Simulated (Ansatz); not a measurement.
Run report: BAsH4O2, single-point calculation

The run: single-point calculation of BAsH4O2. Method and program: RHF-CCSD(T), frozen core/def2-TZVPP (Ansatz 0.2.0).

The geometry comes from this level: PBE0-D4/def2-TZVP.

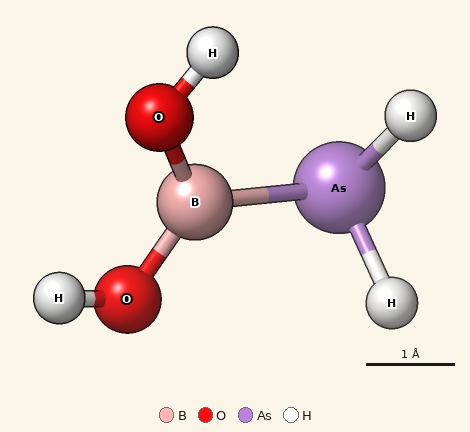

**Figure 1.** The structure (ball-and-stick view, seen at a tilt).

Results in brief:

| quantity | value |
| --- | --- |
| outcome | converged |
| total energy | −65634.6657 eV |
| mean-field energy | −65610.1240 eV |
| CCSD correlation | −23.6652 eV |
| (T) correction | −0.8765 eV |
| T1 diagnostic | 0.012 |
| SCF solution under orbital rotations | stable |
| hardware | 8 threads of Arm Neoverse V2, 23 GiB of memory available, shared host |
| wall time | 34 s (CPU time 4.3 min) |
| peak memory | 2.5 GiB |

Input:
```yaml
crystal:
  periodic: [false, false, false]
  atoms:
    - {symbol: B, position_ang: [0.481831, -1.050669, 0.028936]}
    - {symbol: O, position_ang: [-0.304611, -0.791295, -1.043442]}
    - {symbol: O, position_ang: [1.627976, -1.764994, -0.157538]}
    - {symbol: As, position_ang: [-0.216323, -0.443847, 1.865196]}
    - {symbol: H, position_ang: [0.063606, -1.146348, -1.860057]}
    - {symbol: H, position_ang: [2.151094, -1.883410, 0.636706]}
    - {symbol: H, position_ang: [1.170248, -0.238890, 2.462604]}
    - {symbol: H, position_ang: [-0.337335, 1.009623, 1.444848]}
basis:
  gaussian: {orbitals: def2-TZVPP}
correlation: {method: ccsd_t}
```

Command:
```bash
ansatz run in.yaml --threads 8 --pin off --events-out ev --progress --plain --max-ram 19148MiB
```

What the program printed:
```
Functional definition: HF
  name "HF"
  cite "Fock, Z. Phys. 61, 126 (1930) doi:10.1007/BF01340294"
  parent pbe
  exchange = exact_x
  correlation = 0
1236 factors; integrals over basis functions are off by at most 1.1e-3 eV
mean field evaluation 1: about -65605.8625 eV, gradient 4.6e1 eV
mean field evaluation 2: about -65606.0423 eV, gradient 4.6e1 eV
mean field evaluation 4: about -65610.0639 eV, gradient 3.2e0 eV
mean field evaluation 8: about -65610.1237 eV, gradient 2.6e-1 eV
mean field evaluation 16: about -65605.8621 eV, gradient 4.6e1 eV
mean field -65610.12402825 eV, -2411.1275858987 hartree, gradient 1.7e-6 eV, S^2 0.000000; 0 other end points of the search recorded, 0 dependent functions left out
12 core orbitals not correlated: weight in the atoms' cores, before any rotation towards them, 1.000 or more for the frozen orbitals, at most 0.000 for the correlated occupied ones
reference -65610.12402825 eV, -2411.1275858987 hartree; 17, 17 occupied and 168, 168 virtual orbitals, 1236 factors
second order -23.16328748 eV of doubles, -0.00000000 eV of singles
cycle   1  -23.00098678 eV  change    1.6e-1 eV  update   1.0e-1
cycle   2  -23.57980523 eV  change   -5.8e-1 eV  update   3.0e-2
cycle   3  -23.68430397 eV  change   -1.0e-1 eV  update   1.6e-2
cycle   4  -23.66592540 eV  change    1.8e-2 eV  update   4.0e-3
cycle   5  -23.66534711 eV  change    5.8e-4 eV  update   1.7e-3
cycle   6  -23.66562254 eV  change   -2.8e-4 eV  update   4.6e-4
cycle   7  -23.66521512 eV  change    4.1e-4 eV  update   1.6e-4
cycle   8  -23.66516953 eV  change    4.6e-5 eV  update   5.4e-5
cycle   9  -23.66519488 eV  change   -2.5e-5 eV  update   2.0e-5
perturbative correction -0.87645412 eV, -0.0322090950 hartree
Total energy: -65634.66567725 eV, -2412.0294748647 hartree
```
